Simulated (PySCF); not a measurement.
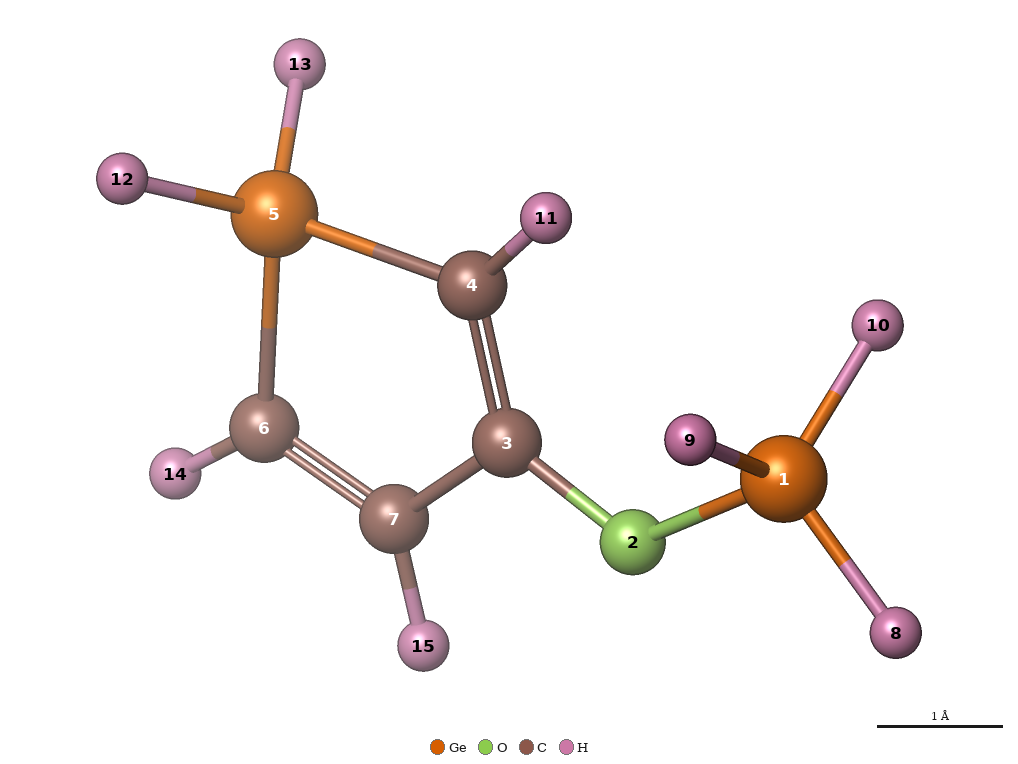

Orthographic view. Depth is shown by fading: the farther an atom, the more it takes the colour of the background. The computed structure is the end point of a PBE0-D3(BJ)/def2-SVP optimisation. No frequency run is at hand to confirm it as a minimum.

List the bonded neighbours of every atom.

Ge1: O2, H8, H9, H10
O2: Ge1, C3
C3: O2, C4, C7
C4: C3, Ge5, H11
Ge5: C4, C6, H12, H13
C6: Ge5, C7, H14
C7: C3, C6, H15
(terminal hydrogens appear only as neighbours)
